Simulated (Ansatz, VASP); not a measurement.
# Cross-check of CaRhO3 between VASP and Ansatz, part 2 of 2

One calculation is typed for both programs; each brings its own data sets and cutoff. How far apart do they land?

VASP 6.6.1 and Ansatz 0.2.0.

So far. Step 2 (VASP: single point, PBEsol, DFT+U): The run ends at a pressure of -3.90 GPa, with forces up to 0.11 eV/Å.

## Step 3: Ansatz: single point, PBEsol, DFT+U

Level of this step: Ansatz beside VASP: Kohn-Sham DFT, plane waves, PBEsol, DFT+U (Ansatz).

Ansatz runs on its default PAW (the set named soft_2) files.

The same cell, functional, mesh and smearing now go to Ansatz, which takes its cutoff from its data sets.

Contents of input.yaml:

```yaml
crystal:
  lattice:
    - [1.5565709103, -4.9009609359, 0.0]
    - [1.5565709103, 4.9009609359, 0.0]
    - [0.0, 0.0, 14.5951721602]
  atoms:
    - { symbol: Ca, position: [0.74983703, 0.25016297, 0.125] }
    - { symbol: Ca, position: [0.74983703, 0.25016297, 0.625] }
    - { symbol: Ca, position: [0.25016297, 0.74983703, 0.375] }
    - { symbol: Ca, position: [0.25016297, 0.74983703, 0.875] }
    - { symbol: Rh, position: [0.0, 0.0, 0.25], spin: 1.0 }
    - { symbol: Rh, position: [0.0, 0.0, 0.75], spin: -1.0 }
    - { symbol: Rh, position: [0.0, 0.0, 0.0], spin: 1.0 }
    - { symbol: Rh, position: [0.0, 0.0, 0.5], spin: -1.0 }
    - { symbol: O, position: [0.07550895, 0.92449105, 0.125] }
    - { symbol: O, position: [0.07550895, 0.92449105, 0.625] }
    - { symbol: O, position: [0.92449105, 0.07550895, 0.375] }
    - { symbol: O, position: [0.92449105, 0.07550895, 0.875] }
    - { symbol: O, position: [0.37341133, 0.62658867, 0.223902205] }
    - { symbol: O, position: [0.37341133, 0.62658867, 0.723902205] }
    - { symbol: O, position: [0.62658867, 0.37341133, 0.276097795] }
    - { symbol: O, position: [0.62658867, 0.37341133, 0.776097795] }
    - { symbol: O, position: [0.37341133, 0.62658867, 0.026097795] }
    - { symbol: O, position: [0.37341133, 0.62658867, 0.526097795] }
    - { symbol: O, position: [0.62658867, 0.37341133, 0.473902205] }
    - { symbol: O, position: [0.62658867, 0.37341133, 0.973902205] }
hamiltonian:
  xc: pbesol
  pseudopotentials: { kind: paw }
  hubbard: { sites: [{ species: Rh, l: d, u_eff: 2.0 }] }
magnetization:
  spin_polarized: true
kpoints:
  mp_grid: { grid: [8, 8, 2] }
scf:
  occupations: { method: fermi_dirac, width: 0.05 }
  n_extra_bands: 13
output:
  forces: true
  stress: true
  eigenvalues: true
  write_density: true
  write_potential: true
  elf: true
  volumetric_format: npy
```

Launch:

```sh
$ ansatz run input.yaml --threads 8 --pin off --max-ram 18432MiB --backend cpu --events-out ev --progress --plain --runs-dir out
```

Numbers of over 12 decimals in the logs are rounded to 6 here.

Output:

```text
Ca: projections on atomic orbitals take those of the free atom [Ne] 3s2 3p6 4s2, of charge +0.00 (hamiltonian.pseudopotentials.projection_atoms); the dataset's partial waves leave at most 2.9e-7 of an orbital's norm unspanned inside its sphere
Rh: projections on atomic orbitals take those of the free atom [Ar 3d10] 4s2 4p6 4d8 5s1, of charge +0.00 (hamiltonian.pseudopotentials.projection_atoms); the dataset's partial waves leave at most 8.9e-6 of an orbital's norm unspanned inside its sphere
O: projections on atomic orbitals take those of the free atom [He] 2s2 2p4, of charge +0.00 (hamiltonian.pseudopotentials.projection_atoms); the dataset's partial waves leave at most 1.9e-8 of an orbital's norm unspanned inside its sphere
scf.n_extra_bands = 13 over 90 filled bands (N_el = 180.0): the run solves 103 bands
Engine: ansatz 0.2.0, aarch64-unknown-linux-gnu
Pseudopotentials: kind: paw
Pseudopotential: Ca, paw, valence charge 10, recommended cutoff 420 eV (normal), Ca.paw.azcp
Pseudopotential: Rh, paw, valence charge 17, recommended cutoff 420 eV (normal), Rh.paw.azcp
Pseudopotential: O, paw, valence charge 6, recommended cutoff 420 eV (normal), O.paw.azcp
Functional definition: PBEsol
  exchange = pbesol_x
  correlation = pbesol_c
Crystal: 20 atoms, lattice volume = 222.684 Å³
Basis set: ecut = 420 eV, 4365 PW (Γ), exchange–correlation on 72×72×200 points (8 copies of the dense FFT grid, shifted against one another)
Bands: 103, of which v1, the nominal top of the filled ones, is band 90 counted from 1 (89 counted from 0)
Symmetry: 4 space group operations
Space group: Amm2 (ITA 38), of the structure as read, at distance tolerance 6.1e-5 Å
Magnetic group: BNS 38.192 (UNI 290), of the structure as read, at distance tolerance 6.1e-5 Å
k-points: 42 of 128 (time reversal used)
Non-local potential: Ca, projectors of the file, l = 0: 3, l = 1: 2, l = 2: 2
Non-local potential: Rh, projectors of the file, l = 0: 3, l = 1: 2, l = 2: 2, l = 3: 1
Non-local potential: O, projectors of the file, l = 0: 2, l = 1: 2, l = 2: 1
PAW form: soft (Blöchl's): semilocal exchange-correlation on the pseudo side does not see the compensation charge
PAW frozen core: Ca, regenerated for the run's functional, and the local potential with it (the file was generated under x = pbe(κ = 0.804, μ = 0.219515), c = pbe(β = 0.066725))
PAW frozen core: Rh, regenerated for the run's functional, and the local potential with it (the file was generated under x = pbe(κ = 0.804, μ = 0.219515), c = pbe(β = 0.066725))
PAW frozen core: O, regenerated for the run's functional, and the local potential with it (the file was generated under x = pbe(κ = 0.804, μ = 0.219515), c = pbe(β = 0.066725))
PAW one-centre angular grid: Ca, 110 points (default); XC on 64 Gauss nodes
PAW one-centre angular grid: Rh, 590 points (default); XC on 64 Gauss nodes
PAW one-centre angular grid: O, 110 points (default); XC on 64 Gauss nodes
Initial density: superposition of atomic densities (chi_scale 0.1, normalization cell, long waves kept (reshape's long-wave potential 0.05 eV rms))
Starting moments: Σ|m| = 4 μB on 4 of 20 sites
Starting magnetic order: antiferromagnet; a translation exchanges its spin sublattices: spin-degenerate at every k-point
Initial wavefunctions: pseudopotential atomic-orbital guess
Functional: x = pbesol(κ = 0.804, μ = 0.123457), c = pbesol(β = 0.046)
SCF iter   1: F=—  HF=-39274.997155 eV  |F-HF|=—  |Δ(HF+E_count)|=         —  Δρ=7.86e-2 (↑7.86e-2 ↓7.86e-2)  dr2=9.53e1  dr2_m=7.57e-1  M=0.000 μB ∫|m|=3.981 μB  β_m=0.30  ethr=3.10e-3  ⟨swp⟩=10.8  Hψ=20906  notcnv=0  defer=5
preconditioner: auto → Kerker (q_TF=auto, 2.633 Å⁻¹)  [metal: Δε(μ)=0.009 eV  Ē_g=11.886 eV  σ=0.050 eV  W_gap=0.05  n_scr=68 (ndim 8)  ℏωp=29.4 eV  f_vac=0.000  D(μ)=11.80/eV (n_scr^D=130)]
spin=Collinear: Kerker preconditioning applied to the charge; magnetization (m = ρ↑ − ρ↓) channel mixes plain (no charge-response kernel on spin).
SCF iter   2: F=—  HF=-39265.702728 eV  |F-HF|=—  |Δ(HF+E_count)|=    9.29e0  Δρ=4.89e-2 (↑4.89e-2 ↓4.89e-2)  dr2=3.10e1  dr2_m=5.33e-1  M=0.000 μB ∫|m|=3.777 μB  β_m=0.30  ethr=3.10e-3  ⟨swp⟩=4.4  Hψ=9544  notcnv=0  defer=96
SCF iter   3: F=—  HF=-39260.520999 eV  |F-HF|=—  |Δ(HF+E_count)|=    5.18e0  Δρ=2.36e-2 (↑2.36e-2 ↓2.36e-2)  dr2=5.33e0  dr2_m=3.30e-1  M=0.000 μB ∫|m|=3.640 μB  β_m=0.30  ethr=3.10e-3  ⟨swp⟩=4.3  Hψ=9740  notcnv=0  defer=162
SCF iter   4: F=—  HF=-39259.273482 eV  |F-HF|=—  |Δ(HF+E_count)|=    1.25e0  Δρ=1.57e-2 (↑1.57e-2 ↓1.57e-2)  dr2=8.53e-1  dr2_m=2.15e-1  M=0.000 μB ∫|m|=3.619 μB  β_m=0.30  ethr=2.96e-3  ⟨swp⟩=3.3  Hψ=7161  notcnv=0  defer=163
SCF iter   5: F=—  HF=-39259.249969 eV  |F-HF|=—  |Δ(HF+E_count)|=   2.35e-2  Δρ=1.06e-2 (↑1.06e-2 ↓1.06e-2)  dr2=3.75e-1  dr2_m=1.26e-1  M=0.000 μB ∫|m|=3.602 μB  β_m=0.30  ethr=4.74e-4  ⟨swp⟩=3.8  Hψ=5753  notcnv=0  defer=139
SCF iter   6: F=—  HF=-39259.235360 eV  |F-HF|=—  |Δ(HF+E_count)|=   1.46e-2  Δρ=7.06e-3 (↑7.06e-3 ↓7.06e-3)  dr2=9.32e-2  dr2_m=8.26e-2  M=0.000 μB ∫|m|=3.570 μB  β_m=0.30  ethr=2.08e-4  ⟨swp⟩=2.5  Hψ=7367  notcnv=0  defer=138
[...]
SCF iter  12: F=—  HF=-39259.326911 eV  |F-HF|=—  |Δ(HF+E_count)|=   1.23e-4  Δρ=9.93e-5 (↑9.93e-5 ↓9.93e-5)  dr2=8.23e-5  dr2_m=8.04e-6  M=0.000 μB ∫|m|=3.538 μB  β_m=0.84  ethr=3.78e-7  ⟨swp⟩=2.0  Hψ=6581  notcnv=0  defer=136
SCF iter  13: F=—  HF=-39259.326915 eV  |F-HF|=—  |Δ(HF+E_count)|=   4.17e-6  Δρ=6.34e-5 (↑6.34e-5 ↓6.34e-5)  dr2=5.44e-5  dr2_m=7.85e-7  M=0.000 μB ∫|m|=3.540 μB  β_m=0.85  ethr=4.57e-8  ⟨swp⟩=2.0  Hψ=6407  notcnv=0  defer=136
SCF iter  14: F=—  HF=-39259.326912 eV  |F-HF|=—  |Δ(HF+E_count)|=   3.78e-6  Δρ=3.44e-5 (↑3.44e-5 ↓3.44e-5)  dr2=1.52e-5  dr2_m=2.72e-7  M=0.000 μB ∫|m|=3.539 μB  β_m=0.86  ethr=3.02e-8  ⟨swp⟩=2.0  Hψ=6064  notcnv=0  defer=136
SCF iter  15: F=—  HF=-39259.326910 eV  |F-HF|=—  |Δ(HF+E_count)|=   1.63e-6  Δρ=1.35e-5 (↑1.35e-5 ↓1.35e-5)  dr2=3.36e-6  dr2_m=4.52e-8  M=0.000 μB ∫|m|=3.539 μB  β_m=0.92  ethr=8.45e-9  ⟨swp⟩=2.2  Hψ=6042  notcnv=0  defer=136
SCF iter  16: F=—  HF=-39259.326910 eV  |F-HF|=—  |Δ(HF+E_count)|=   1.39e-7  Δρ=1.67e-5 (↑1.67e-5 ↓1.67e-5)  dr2=2.60e-6  dr2_m=2.74e-8  M=0.000 μB ∫|m|=3.539 μB  β_m=0.72  ethr=1.87e-9  ⟨swp⟩=2.0  Hψ=6480  notcnv=0  defer=136
iter 17 met the thresholds in force, and the SCF goes on: an eigenvalue changes by 0.66 meV, over its tolerance of 0.50 meV (output.eigenvalues, Limitations)
SCF iter  17: F=-39259.326909 eV  HF=-39259.326909 eV  |F-HF|=6.24e-8  |Δ(HF+E_count)|=   3.80e-7  Δρ=2.55e-6 (↑2.55e-6 ↓2.55e-6)  dr2=9.02e-8  dr2_m=1.87e-9  M=0.000 μB ∫|m|=3.539 μB  β_m=0.84  ethr=5.56e-11  ⟨swp⟩=18.2  Hψ=33177  notcnv=0
SCF iter  18: F=-39259.326909 eV  HF=-39259.326909 eV  |F-HF|=6.11e-8  |Δ(HF+E_count)|=   1.03e-9  Δρ=2.41e-6 (↑2.41e-6 ↓2.41e-6)  dr2=6.94e-8  dr2_m=8.43e-10  M=0.000 μB ∫|m|=3.539 μB  ethr=5.01e-11  ⟨swp⟩=5.1  Hψ=24659  notcnv=0
SCF 1 converged in 18 iterations: F = -39259.326909 eV  dr2 = 6.94e-8
  greatest PAW one-centre occupation: 1.000 electrons in one spin orbital (limit 2), on the Rh atom at site 7 (counted from 0), in its partial waves of l = 0
SCF converged after 18 iterations
an eigenvalue changed by more than its tolerance at an iteration that met the thresholds in force, so the SCF went on 1 time: the last check found none over its tolerance
Magnetization: 0.0000 μB (90.0000 up, 90.0000 down)
Absolute magnetization: 3.4989 μB (∫|ρ↑−ρ↓|, with the PAW one-centre terms)
Spin contamination: 1.5955 ħ² per cell (⟨S²⟩ above its minimum at these occupations)
Per-site moments (μB) at R_I (Å): [(0.00470163, 0.953468), (-0.00470163, 0.953468), (-3.147094005497209e-17, 0.953468), (4.903084956767245e-17, 0.953468), (0.412926, 0.812135), (-0.412926, 0.812135), (0.412926, 0.812135), (-0.412926, 0.812135), (0.169473, 0.812135), (-0.169473, 0.812135), (-6.282419133393198e-17, 0.812135), (2.282086175377948e-16, 0.812135), (0.114655, 0.836024), (-0.114655, 0.836024), (0.089882, 0.836024), (-0.089882, 0.836024), (0.114655, 0.836024), (-0.114655, 0.836024), (-0.089882, 0.836024), (0.089882, 0.836024)]
Free energy (F): -39259.326909 eV
Harris-Foulkes:  -39259.326909 eV  (|F-HF|=6.11e-8)
Internal energy: -39259.265816 eV  (E = F + TS)
E sigma→0 (E₀):  -39259.296363 eV
Entropy (-TS):   -0.061094 eV (-3.055 meV/atom)
Fermi energy:    11.287226 eV
--- Per-component energies (eV) ---
  E_band       = -1233.300311
  E_kinetic    = 5489.126820
  E_local      = -14826.483917  (includes V_loc(G=0)·N_el)
  E_nonlocal   = 2258.061777
  E_hartree    = 5269.244503
  E_xc         = -2297.374198
  E_vxc        = -2911.950165  (∫ρ·V_xc dr)
  E_hubbard    = 5.612256  (on-site DFT+U / exact-exchange correction)
  E_vhub       = -18.270840  (the Hubbard potential's part of the band-sum identity)
  E_paw        = -19262.830839  (= ΣΔE_a)
  E_vpaw       = -1762.311390  (= ΣTr[D̂ρ^β])
  E_aug_tail   = 0.033657  (compensation charges beyond the density's cutoff)
  E_ewald      = -15896.659306
  E_core_change = 2.003431  (= ΣΔE_core)
  E_smearing   = -0.061094  (= −TS)
  E_closure    = -0.000000  (closes the sum)
  Σ components = -39259.326909   (vs F -39259.326909, Δ=0.00e0)
--- Forces (eV/Å), atoms counted from 1 ---
  atom   1  Ca    -0.00000000    -0.00314221    -0.00000000
  atom   2  Ca    -0.00000000    -0.00314221    -0.00000000
  atom   3  Ca     0.00000000    -0.04272841     0.00000000
  atom   4  Ca     0.00000000    -0.04272841    -0.00000000
  atom   5  Rh     0.00000000     0.00547019    -0.02449022
  atom   6  Rh     0.00000000     0.00547019    -0.02449022
  atom   7  Rh    -0.00000000     0.00547019     0.02449022
  atom   8  Rh    -0.00000000     0.00547019     0.02449022
  atom   9  O     -0.00000000     0.03242439    -0.00000000
  atom  10  O     -0.00000000     0.03242439    -0.00000000
  atom  11  O     -0.00000000     0.07378942    -0.00000000
  atom  12  O     -0.00000000     0.07378942     0.00000000
  atom  13  O     -0.00000000    -0.03788891    -0.02147989
  atom  14  O     -0.00000000    -0.03788891    -0.02147989
  atom  15  O      0.00000000     0.00217622    -0.04619291
  atom  16  O      0.00000000     0.00217622    -0.04619291
  atom  17  O     -0.00000000    -0.03788891     0.02147989
  atom  18  O     -0.00000000    -0.03788891     0.02147989
  atom  19  O      0.00000000     0.00217622     0.04619291
  atom  20  O      0.00000000     0.00217622     0.04619291
  max |Σ_I F_I| component: 2.84e-4 eV/Å
--- Stress (GPa, compression-positive) ---
       -2.961514       0.000000       0.000000
        0.000000      -2.973601       0.000000
        0.000000       0.000000      -3.775833
  P = ⅓ Tr σ = -3.2370 GPa (-32.370 kbar)
--- Band table (eV; the first three rows and the last of 84) ---
  k-point 0 ↑: bands = [... 86 lower, 10.8231, 10.9498, 10.9735, 11.3153, 11.3777, 11.7496, 13.6056, 14.0819, ... 9 higher]
  k-point 1 ↑: bands = [... 86 lower, 10.9182, 10.9582, 11.1781, 11.3433, 11.3436, 11.7092, 13.6292, 13.7747, ... 9 higher]
  k-point 2 ↑: bands = [... 86 lower, 10.7308, 10.8214, 11.0023, 11.1951, 11.2450, 11.7093, 13.5615, 13.8761, ... 9 higher]
  k-point 41 ↓: bands = [... 86 lower, 11.0392, 11.0714, 11.1423, 11.4428, 11.5094, 11.6776, 13.4601, 13.5914, ... 9 higher]
Occupation matrices written to <dir>
```

The job ended after 77 s (8 threads of Arm Neoverse N1, shared host; peak memory 2.1 GiB; 9.8 min of CPU time).

The column dr2 measures how far the density is from self-consistency, as an energy; F and HF (Harris–Foulkes) agree once it is small.

The run ends at a pressure of -3.24 GPa, with forces up to 0.074 eV/Å.

## Step 4: Comparison

Known differences besides the PAW data sets themselves: U acts on the PAW sphere in VASP and on atomic orbitals in Ansatz, so only states and trends compare; the data sets hold 180 valence electrons in Ansatz (default PAW (the set named soft_2) files) and 172 in VASP; the cutoff is 420 eV in Ansatz and 480 eV in VASP (PREC = Normal, projectors in real space); Ansatz makes its cores anew for this functional, VASP keeps those of its PBE data sets; site moments are counted in spheres of each program's own size. Total energies have different zeros and are not compared.

Both answers:

```csv
quantity,Ansatz,VASP,difference
pressure (GPa),-3.24,-3.90,+0.66
moment on Rh8 (μB),-0.41,-0.55,+0.13
moment on Rh7 (μB),0.41,0.55,-0.13
moment on Rh6 (μB),-0.41,-0.55,+0.13
moment on Rh5 (μB),0.41,0.55,-0.13
moment on O10 (μB),-0.17,-0.15,-0.02
moment on O9 (μB),0.17,0.15,+0.02
moment on O13 (μB),0.12,0.10,+0.01
moment on O14 (μB),-0.12,-0.10,-0.01
```

Forces on 10 of the 20 atoms, picked by the larger force of the two programs (eV/Å; atoms numbered as in POSCAR):

```csv
atom,"Ansatz x, y, z","VASP x, y, z"
O9,"0.000, 0.032, 0.000","0.000, 0.115, 0.000"
O10,"0.000, 0.032, 0.000","0.000, 0.115, 0.000"
O13,"0.000, -0.038, -0.021","0.000, -0.110, 0.019"
O14,"0.000, -0.038, -0.021","0.000, -0.110, 0.019"
O15,"0.000, 0.002, -0.046","0.000, 0.068, -0.089"
O16,"0.000, 0.002, -0.046","0.000, 0.068, -0.089"
O17,"0.000, -0.038, 0.021","0.000, -0.110, -0.019"
O18,"0.000, -0.038, 0.021","0.000, -0.110, -0.019"
O19,"0.000, 0.002, 0.046","0.000, 0.068, 0.089"
O20,"0.000, 0.002, 0.046","0.000, 0.068, 0.089"
```

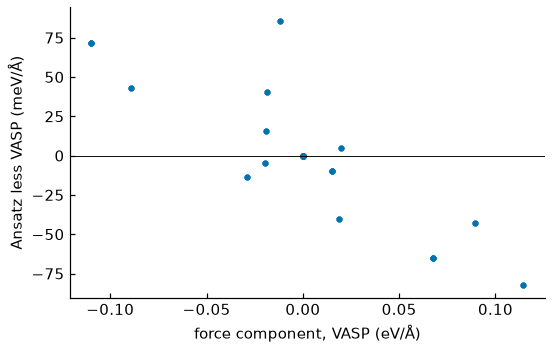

Difference of the force components against their size.

The forces differ by 37 meV/Å r.m.s., which is 78.7 % of the r.m.s. force of 0.05 eV/Å (both taken over all components). Ansatz's pressure holds a Pulay correction of 0.74 GPa; VASP's holds none.

## Step 5: Outcome

```json
{
  "difference in moment on Rh8 (single point, PBEsol, DFT+U)": "0.13 μB"
}
```

The difference in moment on Rh8 is 0.13 μB (single point, PBEsol, DFT+U). How closely two codes agree says nothing of how well the functional describes the real material.

[Lines on the potential files, build, host, timing and source positions are cut from VASP's logs without a mark.]

[Logs are printed without paths, hosts, clocks, repeated set-up lines and the standing remarks that a program may print on its own settings, such as how far it seeks lower states.]

[Hosts, paths, dates, database ids (printed as entryN), source tags and the programs' standing remarks are cut or masked in the printed files.]
